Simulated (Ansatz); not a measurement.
**ZrNH₅SOF₂: geometry relaxation (part 2 of 2)**

ZrNH₅SOF₂; RKS PBE0/def2-SVP (Ansatz 0.2.0). The input holds or restrains some coordinates. It belongs to a series of runs on one base structure; here: pulled along the bonds that form and break, towards end A.

Geometry of the input (Å):
```
Zr 0.0000  0.0000  0.0000
N  0.0000  0.0000  2.5600
H  -0.8770  -0.2713  3.0900
H  0.8770  0.2713  3.0900
F  1.8671  0.0000  -0.6593
F  -0.9326  1.6157  -0.6593
O  -0.9750  -1.6891  -0.6893
H  -1.4296  -2.1548  0.0831
S  -2.7046  0.0086  0.8987
H  -3.4627  -0.8627  0.1074
H  -1.4058  0.0045  2.2245
```

**Trajectory as extended XYZ, continued**
```
11
Properties=species:S:1:pos:R:3:forces:R:3 step=5 energy=-21150.86738
Zr    0.2256   -0.0329    0.1334   -1.9887   0.0391   1.2794
N     0.1898   -0.0337    2.3249   -1.1010  -0.2490  -0.1477
H    -0.6559   -0.2433    2.9526    1.4883   0.2301  -1.3176
H     0.8763    0.2622    3.0378   -0.0067  -0.0906  -0.7293
F     1.9339    0.0020   -0.6697    0.3892  -0.0107   0.0101
F    -0.7646    1.4697   -0.5895    0.7610  -0.6271   0.3711
O    -0.8345   -1.5667   -0.5533    0.4337   0.3725   1.1112
H    -1.3891   -2.1211    0.0300    0.3923   0.2456  -0.5773
S    -3.2739    0.1185    1.2631    0.2716  -0.6799  -0.3185
H    -3.3281   -0.8582    0.2240    0.6778   1.0048   1.4413
H    -2.0227   -0.0745    1.8924   -1.3174  -0.2348  -1.1227
11
Properties=species:S:1:pos:R:3:forces:R:3 step=6 energy=-21151.36303
Zr    0.1405   -0.0158    0.1275    0.2673  -0.1267   1.5969
N     0.1241   -0.0462    2.2782    0.2499   0.0071  -0.9206
H    -0.6011   -0.3501    2.9366    0.1405  -0.0153  -0.3187
H     0.8921    0.2588    2.8949   -0.1865  -0.0361  -0.5164
F     1.9213    0.0168   -0.5662   -0.1260  -0.0014   0.1737
F    -0.7353    1.5098   -0.5839   -0.0587   0.2114  -0.1231
O    -0.7711   -1.6024   -0.4986   -0.4425  -0.4384   0.6637
H    -1.2616   -2.2678    0.0215    0.3789   0.3285  -0.5911
S    -3.4044    0.2028    1.3338    1.2844  -1.2517  -0.6441
H    -3.2544   -0.7589    0.3111   -0.1852   0.9806   1.0086
H    -2.0935   -0.0247    1.7909   -1.3222   0.3419  -0.3289
11
Properties=species:S:1:pos:R:3:forces:R:3 step=7 energy=-21151.47652
Zr    0.1031   -0.0270    0.1163    0.2431  -0.1972   1.5637
N     0.0936   -0.0733    2.2631    0.1558  -0.0013  -0.8168
H    -0.5432   -0.5300    2.9359    0.4221   0.1924  -0.4790
H     0.8357    0.3735    2.8302   -0.4639  -0.2033  -0.4167
F     1.9142    0.0156   -0.4933   -0.1397   0.0165   0.1181
F    -0.7369    1.5134   -0.6150   -0.0246   0.1619  -0.0996
O    -0.7692   -1.6303   -0.5185   -0.4167  -0.6418   0.7374
H    -1.1358   -2.4027   -0.0389    0.3455   0.6030  -0.6569
S    -3.4310    0.2724    1.3601    1.0346  -0.9451  -0.4567
H    -3.2401   -0.6809    0.3590   -0.1655   0.7274   0.7678
H    -2.1335    0.0916    1.8468   -0.9907   0.2875  -0.2612
11
Properties=species:S:1:pos:R:3:forces:R:3 step=8 energy=-21151.55853
Zr    0.0765   -0.0387    0.1089    0.1480  -0.0627   1.5508
N     0.0684   -0.0807    2.2578   -0.0925  -0.2344  -0.7550
H    -0.4490   -0.7004    2.9212    0.6590   0.6759  -0.7065
H     0.7470    0.4876    2.7970   -0.5635  -0.3920  -0.2725
F     1.9087    0.0025   -0.4271   -0.1056  -0.0119   0.0381
F    -0.7053    1.5227   -0.6583    0.0423   0.0316  -0.0013
O    -0.7951   -1.6412   -0.5208   -0.1316  -0.1931   0.4322
H    -1.0843   -2.4643   -0.1031    0.0850   0.1510  -0.3531
S    -3.4442    0.2956    1.3744    0.7520  -0.5355  -0.2046
H    -3.2132   -0.6634    0.4133   -0.0843   0.4452   0.4856
H    -2.1527    0.2024    1.8823   -0.7087   0.1258  -0.2139
11
Properties=species:S:1:pos:R:3:forces:R:3 step=9 energy=-21151.65840
Zr    0.0616   -0.0149    0.0962    0.2232  -0.0598   1.6037
N     0.0533   -0.0504    2.2454   -0.1206  -0.0405  -1.4200
H    -0.4217   -0.6944    2.8887    0.2695   0.2253  -0.2747
H     0.6671    0.5595    2.7926   -0.1967  -0.0969  -0.0561
F     1.9080   -0.0984   -0.3841   -0.1470  -0.0257   0.0145
F    -0.5377    1.6260   -0.6832   -0.0129  -0.0867   0.0452
O    -0.8684   -1.5948   -0.4937   -0.1107  -0.3427   0.3414
H    -1.0656   -2.5120   -0.2528    0.0919   0.3869  -0.3148
S    -3.4522    0.2567    1.3899    0.5806  -0.1839  -0.0032
H    -3.2299   -0.7990    0.5593    0.0121   0.2133   0.2228
H    -2.1578    0.2439    1.8875   -0.5894   0.0107  -0.1588
11
Properties=species:S:1:pos:R:3:forces:R:3 step=10 energy=-21151.74910
Zr    0.0744   -0.0391    0.1087   -0.0863   0.1387   1.5562
N     0.0146   -0.0116    2.2596    0.0038  -0.1363  -1.5735
H    -0.2788   -0.7774    2.8714    0.1057   0.1779  -0.1492
H     0.5103    0.6786    2.8242   -0.1002  -0.0211  -0.0070
F     1.9097   -0.1721   -0.3955   -0.0576  -0.0577   0.0121
F    -0.5006    1.6018   -0.6846    0.0443  -0.0886   0.0700
O    -0.9024   -1.5895   -0.4656    0.0526  -0.2609   0.2183
H    -1.0465   -2.5419   -0.4481    0.0098   0.2425  -0.1761
S    -3.4480    0.3014    1.3564    0.5170  -0.0873   0.1165
H    -3.1766   -0.8317    0.6631   -0.0138   0.1146   0.1097
H    -2.1993    0.3038    1.9561   -0.4753  -0.0218  -0.1770
11
Properties=species:S:1:pos:R:3:forces:R:3 step=11 energy=-21151.80426
Zr    0.0974   -0.0434    0.1043   -0.1443   0.0330   1.7176
N     0.0003    0.0285    2.2558    0.0641  -0.0841  -1.5630
H    -0.1824   -0.7745    2.8598    0.0729   0.1162  -0.0790
H     0.3481    0.7942    2.8349   -0.0725  -0.0832  -0.0719
F     1.9223   -0.2943   -0.3986   -0.0670  -0.0130   0.0119
F    -0.4084    1.6139   -0.6872    0.0199   0.0474  -0.0224
O    -0.9017   -1.5797   -0.4534    0.0708  -0.2794   0.0825
H    -1.0581   -2.5109   -0.6389    0.0032   0.2503  -0.0719
S    -3.4259    0.3177    1.3327    0.4825  -0.0485   0.2165
H    -3.1994   -0.9029    0.7992   -0.0281   0.0311   0.0278
H    -2.2355    0.2735    2.0371   -0.4016   0.0303  -0.2483
11
Properties=species:S:1:pos:R:3:forces:R:3 step=12 energy=-21151.83100
Zr    0.0999   -0.0353    0.1235   -0.2144   0.2726   1.7410
N    -0.0094    0.0628    2.2729    0.0747  -0.0327  -1.6002
H    -0.0638   -0.7515    2.8823    0.0223   0.0220  -0.0035
H     0.2290    0.8742    2.8425   -0.0261  -0.0416  -0.0378
F     1.8777   -0.4435   -0.4062    0.2228   0.0397  -0.0033
F    -0.3122    1.6370   -0.7026    0.0082  -0.0007   0.0075
O    -0.8627   -1.5763   -0.4305   -0.1658  -0.3909  -0.0908
H    -1.0382   -2.4343   -0.8226   -0.0266   0.1242  -0.0059
S    -3.4321    0.3051    1.3240    0.4983  -0.0142   0.2081
H    -3.2827   -0.9749    0.9220   -0.0207   0.0104   0.0149
H    -2.2487    0.2591    2.0405   -0.3728   0.0111  -0.2299
11
Properties=species:S:1:pos:R:3:forces:R:3 step=13 energy=-21151.85296
Zr    0.1192   -0.0674    0.1188   -0.2284   0.0468   1.6592
N    -0.0032    0.0622    2.2661    0.0092  -0.0929  -1.6431
H     0.0072   -0.7405    2.8924    0.0006   0.0026  -0.0048
H     0.1640    0.9011    2.8190    0.0181  -0.0023  -0.0262
F     1.9461   -0.3869   -0.3261   -0.0410   0.0082  -0.0166
F    -0.2926    1.5974   -0.7211    0.0068  -0.0509   0.0339
O    -0.8279   -1.6322   -0.4496    0.1726   0.1491   0.0753
H    -1.0953   -2.4024   -0.9478   -0.0604  -0.0646  -0.0591
S    -3.4120    0.3368    1.3036    0.5011  -0.0388   0.2282
H    -3.4047   -0.9884    1.0495   -0.0164   0.0009   0.0021
H    -2.2439    0.2426    2.0410   -0.3623   0.0418  -0.2488
11
Properties=species:S:1:pos:R:3:forces:R:3 step=14 energy=-21151.80927 accepted=F
Zr    0.1428   -0.1026    0.1323   -0.1946   0.0019   1.4641
N    -0.0203    0.0609    2.2753    0.1195  -0.1910  -1.5169
H     0.0457   -0.7287    2.9195   -0.0361   0.1158  -0.0677
H     0.1671    0.9185    2.7967   -0.0084  -0.0923  -0.0502
F     1.9890   -0.3396   -0.3170   -0.2114   0.0082   0.0589
F    -0.3043    1.5590   -0.6922    0.0106  -0.0573   0.0274
O    -0.7510   -1.6944   -0.4650   -0.4248  -1.0271  -0.9935
H    -1.1022   -2.3926   -1.0774    0.6052   1.2430   1.0967
S    -3.3999    0.3817    1.2585    0.4275  -0.8847   0.2254
H    -3.5527   -0.9899    1.1827    0.0738   0.8006   0.0360
H    -2.2574    0.2499    2.0325   -0.3613   0.0828  -0.2803
11
Properties=species:S:1:pos:R:3:forces:R:3 step=15 energy=-21151.86000
Zr    0.1259   -0.0843    0.1170   -0.1845   0.0438   1.6463
N    -0.0215    0.0431    2.2633    0.0492  -0.0650  -1.6404
H    -0.0485   -0.7553    2.8942    0.0040   0.0076   0.0052
H     0.1959    0.8773    2.8067    0.0099  -0.0292  -0.0104
F     1.9644   -0.3405   -0.3286   -0.0670   0.0181   0.0067
F    -0.3251    1.5743   -0.7105    0.0081   0.0020   0.0056
O    -0.7708   -1.6669   -0.4705    0.0931   0.0406   0.0278
H    -1.0702   -2.4118   -0.9910   -0.0340  -0.0022  -0.0128
S    -3.4081    0.3618    1.2791    0.4859  -0.0808   0.2279
H    -3.4318   -0.9829    1.1451   -0.0163   0.0552   0.0143
H    -2.2537    0.3074    2.0411   -0.3484   0.0100  -0.2702
11
Properties=species:S:1:pos:R:3:forces:R:3 step=16 energy=-21151.86278
Zr    0.1318   -0.0933    0.1189   -0.1445   0.0758   1.6312
N    -0.0282    0.0364    2.2645    0.0850  -0.0446  -1.6161
H    -0.0682   -0.7599    2.8977   -0.0018   0.0196   0.0007
H     0.2340    0.8636    2.8011   -0.0182  -0.0690  -0.0236
F     1.9766   -0.3045   -0.3264   -0.0742   0.0111   0.0210
F    -0.3334    1.5647   -0.7008   -0.0071   0.0161  -0.0024
O    -0.7304   -1.6894   -0.4764    0.0212  -0.0634  -0.0419
H    -1.0663   -2.4082   -1.0144    0.0052   0.0691   0.0478
S    -3.4103    0.3727    1.2501    0.4808  -0.2885   0.2274
H    -3.4939   -0.9835    1.2202   -0.0071   0.2484   0.0069
H    -2.2550    0.3235    2.0113   -0.3392   0.0254  -0.2511
11
Properties=species:S:1:pos:R:3:forces:R:3 step=17 energy=-21151.86476
Zr    0.1416   -0.0998    0.1127   -0.1912   0.0929   1.6624
N    -0.0291    0.0292    2.2576    0.0787  -0.0824  -1.6013
H    -0.0914   -0.7654    2.8918    0.0083   0.0320  -0.0172
H     0.2325    0.8537    2.7975   -0.0040  -0.0479  -0.0153
F     1.9894   -0.2841   -0.3273   -0.0428   0.0119   0.0110
F    -0.3457    1.5573   -0.6971    0.0023   0.0076  -0.0097
O    -0.6977   -1.7063   -0.4857    0.0079  -0.0653  -0.0576
H    -1.0491   -2.4112   -1.0323    0.0096   0.0670   0.0559
S    -3.4000    0.3826    1.2370    0.4525  -0.2895   0.2500
H    -3.5402   -0.9691    1.2798    0.0209   0.2616  -0.0015
H    -2.2534    0.3353    2.0119   -0.3422   0.0120  -0.2766
11
Properties=species:S:1:pos:R:3:forces:R:3 step=18 energy=-21151.86692
Zr    0.1403   -0.1023    0.1175   -0.1989   0.0786   1.5999
N    -0.0317    0.0223    2.2623    0.0820  -0.1164  -1.6170
H    -0.0851   -0.7780    2.8904   -0.0125   0.0301  -0.0196
H     0.2596    0.8347    2.8038   -0.0090  -0.0030   0.0027
F     1.9908   -0.2562   -0.3197   -0.0288   0.0109   0.0119
F    -0.3658    1.5486   -0.6953    0.0044  -0.0048   0.0080
O    -0.6723   -1.7204   -0.4881    0.0370   0.0169   0.0027
H    -1.0344   -2.4126   -1.0413   -0.0178   0.0060   0.0130
S    -3.4084    0.3883    1.2153    0.4643  -0.2129   0.2389
H    -3.5893   -0.9516    1.3326    0.0301   0.1931  -0.0089
H    -2.2468    0.3493    1.9684   -0.3509   0.0014  -0.2314
11
Properties=species:S:1:pos:R:3:forces:R:3 step=19 energy=-21151.86832
Zr    0.1530   -0.1009    0.1100   -0.1836   0.0621   1.5624
N    -0.0328    0.0104    2.2542    0.0830  -0.0744  -1.6201
H    -0.1046   -0.7901    2.8791   -0.0053   0.0082  -0.0049
H     0.2578    0.8186    2.8021   -0.0045  -0.0061   0.0037
F     2.0088   -0.2175   -0.3156   -0.0270   0.0005   0.0166
F    -0.3685    1.5486   -0.6956   -0.0086  -0.0003   0.0158
O    -0.6339   -1.7245   -0.5110    0.1293   0.2248   0.1963
H    -1.0844   -2.4131   -0.9897   -0.1239  -0.1924  -0.1611
S    -3.3996    0.3836    1.1975    0.4738  -0.0982   0.2362
H    -3.5933   -0.9458    1.3528    0.0033   0.0680  -0.0024
H    -2.2457    0.3529    1.9620   -0.3364   0.0079  -0.2425
11
Properties=species:S:1:pos:R:3:forces:R:3 step=20 energy=-21151.86872
Zr    0.1611   -0.0995    0.1016   -0.2510   0.0771   1.6933
N    -0.0314    0.0105    2.2458    0.0856  -0.0809  -1.6265
H    -0.1210   -0.7910    2.8672   -0.0023   0.0025  -0.0132
H     0.2648    0.8118    2.8006    0.0014   0.0047  -0.0050
F     2.0193   -0.2145   -0.3099    0.0028  -0.0001  -0.0190
F    -0.3737    1.5545   -0.6865    0.0064  -0.0009  -0.0110
O    -0.6361   -1.7236   -0.5022    0.0057  -0.0330  -0.0206
H    -1.0725   -2.4178   -0.9973    0.0178   0.0442   0.0150
S    -3.3945    0.3769    1.1841    0.4555  -0.0782   0.2484
H    -3.6157   -0.9413    1.3888    0.0159   0.0644  -0.0072
H    -2.2436    0.3561    1.9535   -0.3377   0.0003  -0.2542
```

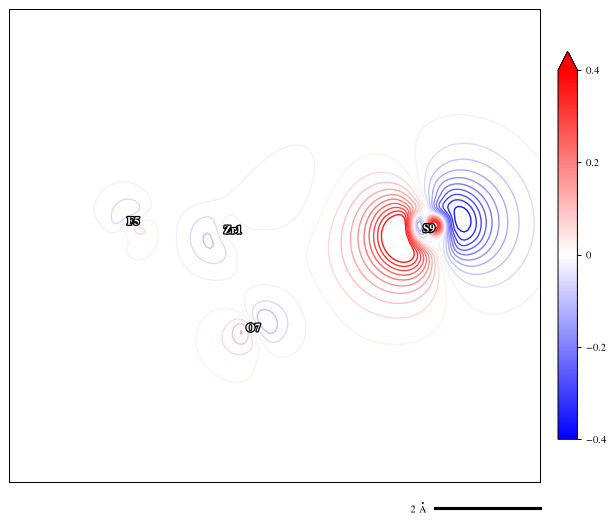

*The HOMO on the plane of atoms F5, Zr1 and O7 (values in Å⁻³ᐟ²; the overall sign is arbitrary).*

Its energy is −7.18 eV.

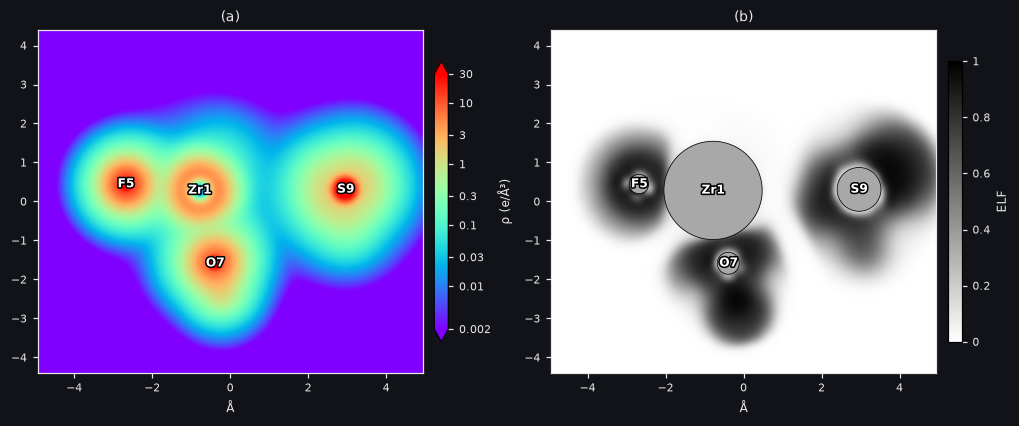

*(a) total electron density; (b) electron localisation function on the plane of atoms F5, Zr1 and O7. Grey discs, where drawn, cover atomic cores.*

Zr–F (1.91 Å): ρ is about 0.91 e/Å³ halfway; the ELF peaks at about 0.85 in the valence shell of F, 0.5 Å from its nucleus, and drops to about 0.25 between the two atoms.
